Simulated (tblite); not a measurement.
Geometry relaxation, with input and output: C₆H₉NOSi (part 4 of 4)

Continued. System: C₆H₉NOSi, SMILES CO[SiH2]c1ccccn1. Method: GFN2-xTB geometry optimisation, gas phase (tblite 0.8.0). It belongs to a series of runs on one base structure; here: ring CH replaced by N.

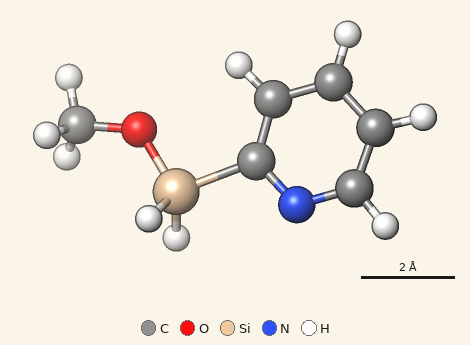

The geometry at step 132 of the log (ball-and-stick view, seen at a tilt).

**Trajectory as extended XYZ, continued**
```
18
Properties=species:S:1:pos:R:3:forces:R:3 step=123 energy=-712.25837
C     3.4321    0.7151   -0.2931    0.0170   0.0030  -0.0070
O     2.0601    0.4920   -0.1685    0.0200   0.0010   0.0040
Si    1.3034   -0.9417   -0.0422   -0.0010  -0.0010  -0.0110
C    -0.5085   -0.4387    0.0684   -0.0040  -0.0020   0.0090
C    -0.9733    0.8674   -0.0560    0.0000   0.0050  -0.0060
C    -2.3313    1.1192    0.0367   -0.0030  -0.0120  -0.0030
C    -3.1904    0.0537    0.2526    0.0050   0.0000   0.0110
C    -2.6362   -1.2132    0.3657   -0.0040  -0.0100   0.0050
N    -1.3422   -1.4552    0.2764   -0.0040   0.0030  -0.0040
H     3.7915    0.3626   -1.2638   -0.0050   0.0030   0.0300
H     3.6127    1.7887   -0.2118   -0.0120  -0.0310  -0.0010
H     3.9872    0.1948    0.4919   -0.0190   0.0230  -0.0250
H     1.5516   -1.7834   -1.2188   -0.0010   0.0020   0.0060
H     1.7341   -1.6635    1.1586    0.0040  -0.0030   0.0020
H    -0.2669    1.6652   -0.2230    0.0020   0.0070   0.0020
H    -2.7153    2.1257   -0.0577   -0.0020   0.0090   0.0000
H    -4.2571    0.1996    0.3341    0.0080  -0.0020  -0.0050
H    -3.2603   -2.0821    0.5389   -0.0020   0.0070  -0.0070
18
Properties=species:S:1:pos:R:3:forces:R:3 step=126 energy=-712.25856
C     3.4350    0.7133   -0.2940    0.0060  -0.0010   0.0070
O     2.0627    0.4916   -0.1763   -0.0040  -0.0020   0.0000
Si    1.3027   -0.9396   -0.0442   -0.0040  -0.0050  -0.0030
C    -0.5087   -0.4350    0.0667    0.0010   0.0020   0.0010
C    -0.9748    0.8712   -0.0556   -0.0020  -0.0060   0.0020
C    -2.3333    1.1202    0.0406   -0.0010  -0.0030  -0.0010
C    -3.1895    0.0523    0.2559   -0.0020  -0.0010   0.0020
C    -2.6346   -1.2146    0.3632   -0.0010   0.0040  -0.0070
N    -1.3404   -1.4537    0.2716    0.0030   0.0010   0.0010
H     3.8028    0.3475   -1.2558   -0.0030   0.0050   0.0080
H     3.6128    1.7875   -0.2242    0.0030  -0.0120  -0.0070
H     3.9830    0.2039    0.5021   -0.0030   0.0130  -0.0070
H     1.5465   -1.7878   -1.2167    0.0040   0.0020   0.0020
H     1.7323   -1.6576    1.1597    0.0030  -0.0010  -0.0010
H    -0.2694    1.6702   -0.2228   -0.0050  -0.0010   0.0040
H    -2.7210    2.1261   -0.0507    0.0090  -0.0030   0.0000
H    -4.2561    0.1953    0.3387   -0.0080   0.0070  -0.0010
H    -3.2589   -2.0843    0.5302    0.0030   0.0010   0.0010
18
Properties=species:S:1:pos:R:3:forces:R:3 step=129 energy=-712.25866
C     3.4347    0.7129   -0.2946    0.0080   0.0110  -0.0090
O     2.0624    0.4894   -0.1806    0.0010   0.0060   0.0010
Si    1.3020   -0.9411   -0.0451    0.0090   0.0050   0.0160
C    -0.5088   -0.4351    0.0651    0.0010  -0.0020  -0.0070
C    -0.9747    0.8713   -0.0549   -0.0020  -0.0060   0.0060
C    -2.3330    1.1203    0.0438    0.0010   0.0000   0.0040
C    -3.1896    0.0527    0.2587   -0.0020   0.0040  -0.0110
C    -2.6349   -1.2148    0.3590    0.0010   0.0010   0.0030
N    -1.3408   -1.4542    0.2663   -0.0030   0.0030   0.0010
H     3.8078    0.3386   -1.2516   -0.0060   0.0010   0.0240
H     3.6098    1.7884   -0.2363    0.0000  -0.0120  -0.0060
H     3.9807    0.2150    0.5100   -0.0040   0.0050  -0.0110
H     1.5477   -1.7907   -1.2148    0.0030  -0.0110  -0.0110
H     1.7315   -1.6546    1.1619    0.0000  -0.0030  -0.0060
H    -0.2692    1.6704   -0.2214   -0.0070  -0.0020   0.0050
H    -2.7195    2.1267   -0.0440    0.0030   0.0030  -0.0010
H    -4.2562    0.1964    0.3436    0.0010   0.0040   0.0000
H    -3.2588   -2.0851    0.5231   -0.0050  -0.0050   0.0020
18
Properties=species:S:1:pos:R:3:forces:R:3 step=132 energy=-712.25901
C     3.4296    0.7158   -0.2996    0.0040   0.0060  -0.0190
O     2.0579    0.4856   -0.1903    0.0080   0.0190   0.0060
Si    1.3019   -0.9463   -0.0448    0.0260   0.0100   0.0010
C    -0.5078   -0.4390    0.0659   -0.0080  -0.0150  -0.0120
C    -0.9698    0.8694   -0.0421   -0.0070   0.0040   0.0020
C    -2.3276    1.1215    0.0532   -0.0080  -0.0060   0.0110
C    -3.1882    0.0546    0.2566   -0.0040  -0.0040  -0.0040
C    -2.6371   -1.2154    0.3475   -0.0030  -0.0070   0.0110
N    -1.3433   -1.4576    0.2546   -0.0110  -0.0070   0.0090
H     3.8156    0.3080   -1.2378   -0.0050   0.0010   0.0340
H     3.5971    1.7939   -0.2811   -0.0090  -0.0120  -0.0040
H     3.9694    0.2540    0.5302    0.0040  -0.0030  -0.0140
H     1.5479   -1.7977   -1.2134    0.0020  -0.0140  -0.0010
H     1.7347   -1.6524    1.1652    0.0010  -0.0070  -0.0050
H    -0.2623    1.6686   -0.1972    0.0020   0.0020   0.0000
H    -2.7081    2.1306   -0.0272   -0.0120   0.0030   0.0010
H    -4.2549    0.1983    0.3426    0.0110   0.0150  -0.0070
H    -3.2637   -2.0856    0.5062    0.0100   0.0160  -0.0090
18
Properties=species:S:1:pos:R:3:forces:R:3 step=136 energy=-712.25940
C     3.4287    0.7163   -0.3049   -0.0010   0.0060   0.0110
O     2.0568    0.4880   -0.1965   -0.0030   0.0010   0.0020
Si    1.3041   -0.9450   -0.0449   -0.0130  -0.0040  -0.0010
C    -0.5077   -0.4401    0.0661   -0.0030   0.0000  -0.0010
C    -0.9694    0.8698   -0.0298    0.0040  -0.0020   0.0040
C    -2.3273    1.1227    0.0643    0.0020   0.0000   0.0050
C    -3.1891    0.0546    0.2552    0.0060  -0.0030   0.0030
C    -2.6384   -1.2163    0.3370   -0.0030   0.0040  -0.0030
N    -1.3449   -1.4594    0.2450    0.0040   0.0010  -0.0010
H     3.8242    0.2677   -1.2190    0.0030   0.0030   0.0050
H     3.5933    1.7945   -0.3307   -0.0010  -0.0100  -0.0090
H     3.9609    0.2915    0.5492    0.0090   0.0000  -0.0090
H     1.5488   -1.8043   -1.2088    0.0030   0.0040   0.0040
H     1.7400   -1.6500    1.1651   -0.0010   0.0030  -0.0030
H    -0.2621    1.6714   -0.1737    0.0060  -0.0060  -0.0060
H    -2.7045    2.1340   -0.0092   -0.0180  -0.0130   0.0070
H    -4.2557    0.1978    0.3407    0.0030   0.0150  -0.0110
H    -3.2664   -2.0869    0.4833    0.0010  -0.0010   0.0030
18
Properties=species:S:1:pos:R:3:forces:R:3 step=139 energy=-712.25962
C     3.4274    0.7177   -0.3082    0.0100  -0.0060  -0.0040
O     2.0562    0.4872   -0.1958    0.0010   0.0030  -0.0030
Si    1.3038   -0.9463   -0.0436   -0.0030   0.0090   0.0070
C    -0.5082   -0.4423    0.0664    0.0020   0.0050  -0.0030
C    -0.9677    0.8691   -0.0206    0.0040   0.0040   0.0010
C    -2.3252    1.1230    0.0741    0.0060   0.0010   0.0040
C    -3.1887    0.0551    0.2565    0.0000   0.0110  -0.0100
C    -2.6404   -1.2170    0.3267    0.0050  -0.0090   0.0050
N    -1.3470   -1.4617    0.2354    0.0010   0.0050  -0.0040
H     3.8289    0.2393   -1.2046   -0.0030   0.0000   0.0000
H     3.5886    1.7949   -0.3731   -0.0070  -0.0150   0.0070
H     3.9597    0.3236    0.5608   -0.0030   0.0120  -0.0050
H     1.5518   -1.8069   -1.2052    0.0020   0.0000  -0.0040
H     1.7383   -1.6478    1.1684    0.0020  -0.0040   0.0040
H    -0.2585    1.6702   -0.1594    0.0010  -0.0070  -0.0030
H    -2.7033    2.1340    0.0066   -0.0090   0.0030   0.0080
H    -4.2549    0.2019    0.3409    0.0000   0.0030  -0.0070
H    -3.2697   -2.0877    0.4628   -0.0100  -0.0150   0.0070
18
Properties=species:S:1:pos:R:3:forces:R:3 step=142 energy=-712.25975
C     3.4269    0.7177   -0.3123    0.0030  -0.0060  -0.0010
O     2.0565    0.4864   -0.1916    0.0000   0.0000  -0.0040
Si    1.3039   -0.9469   -0.0405    0.0030  -0.0020  -0.0040
C    -0.5080   -0.4423    0.0696   -0.0030  -0.0030   0.0000
C    -0.9660    0.8698   -0.0106    0.0000   0.0010   0.0000
C    -2.3238    1.1239    0.0795   -0.0050   0.0010   0.0010
C    -3.1886    0.0553    0.2521    0.0000  -0.0070  -0.0020
C    -2.6416   -1.2178    0.3209   -0.0030   0.0030   0.0000
N    -1.3479   -1.4620    0.2317    0.0000  -0.0040   0.0010
H     3.8287    0.2195   -1.1976   -0.0030   0.0000  -0.0010
H     3.5835    1.7934   -0.4028    0.0010  -0.0040   0.0050
H     3.9619    0.3468    0.5651   -0.0040   0.0070  -0.0030
H     1.5528   -1.8053   -1.2044   -0.0020   0.0070   0.0060
H     1.7388   -1.6515    1.1696    0.0000  -0.0030   0.0040
H    -0.2554    1.6706   -0.1411    0.0040   0.0020  -0.0050
H    -2.7029    2.1349    0.0159    0.0010   0.0010   0.0070
H    -4.2551    0.2026    0.3311   -0.0010   0.0020  -0.0040
H    -3.2726   -2.0887    0.4538    0.0080   0.0030   0.0000
```

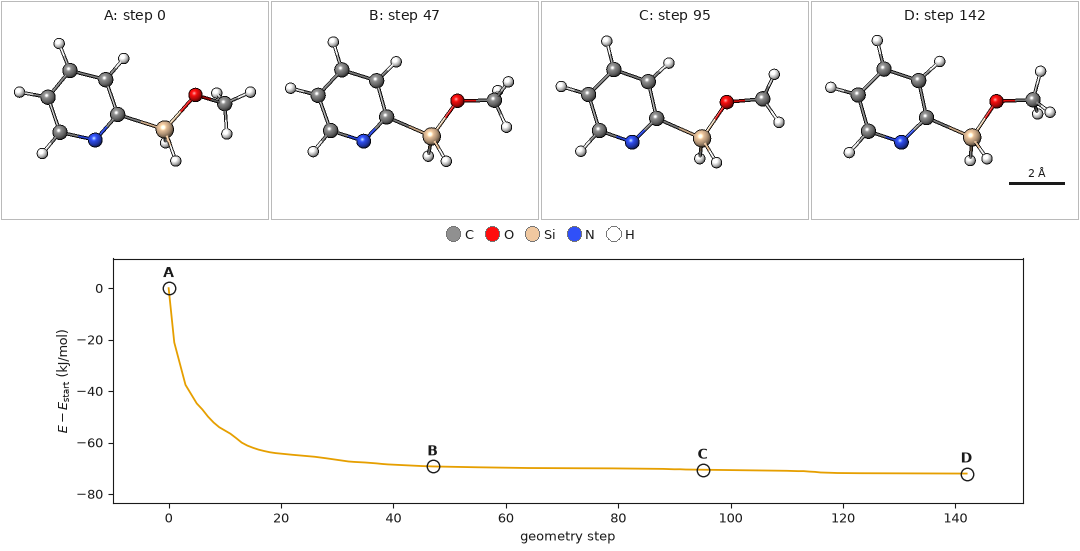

Frames of the relaxation (ball-and-stick view, seen at a tilt) above the curves, on which the letters mark them (steps are counted from 0).

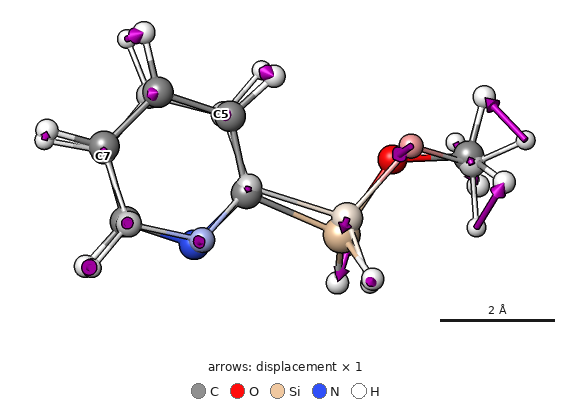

Start (faint) and end (solid) with the displacements as pink arrows, at true length (ball-and-stick view, seen at a tilt). The two geometries are laid on each other by the best rigid fit. The energy falls by 72.1 kJ/mol in 142 geometry steps. Largest force component: 2.6 eV/Å at the start, 0.008 eV/Å at the end. H11 moves most after the best rigid fit: 1.18 Å. By element the largest moves are H 1.18 Å, O 0.69 Å, Si 0.33 Å, N 0.30 Å, C 0.28 Å. Among the contacts that change: O2–Si3 1.711 → 1.626 Å, C8–N9 1.367 → 1.320 Å, C5–H15 1.108 → 1.079 Å, C1–H12 1.121 → 1.093 Å. Among the angles that change: C1–O2–Si3 105.8° → 127.5°, O2–Si3–C4 112.1° → 102.4°, C7–C8–N9 117.1° → 123.6°. (Atoms are counted from 1 in the order of the input.)

The run was set up as follows.

**Input file**
```
{"job": {"kind": "relax", "xc": "GFN2-xTB", "basis": "xTB"}, "charge": 0, "multiplicity": 1}
C      3.496300     0.589500    -0.224100
O      2.242200     0.777400     0.419900
Si     1.340100    -0.641600     0.103100
C     -0.488700    -0.321800     0.109400
C     -1.041800     0.880800    -0.242500
C     -2.424500     1.041800    -0.214100
C     -3.180200    -0.031500     0.195400
C     -2.628200    -1.244500     0.572600
N     -1.266700    -1.355100     0.512900
H      3.348400     0.911000    -1.276700
H      4.295600     1.145300     0.288500
H      3.717600    -0.507000    -0.156000
H      1.695600    -1.151500    -1.240500
H      1.729500    -1.715500     1.039900
H     -0.418000     1.735800    -0.571800
H     -2.911600     1.969200    -0.475700
H     -4.277300     0.020100     0.258400
H     -3.237100    -2.096000     0.889500
```

The first line tells a small driver script what to run in tblite; the rest is the geometry in Å.

Run as:
```bash
OMP_NUM_THREADS=1 python <driver script> task.json out
```

**Summary**

- outcome: converged
- total energy: −712.2598 eV
- hardware: 1 CPU thread, shared host
- wall time: 1.9 s
- peak memory: 0.18 GiB
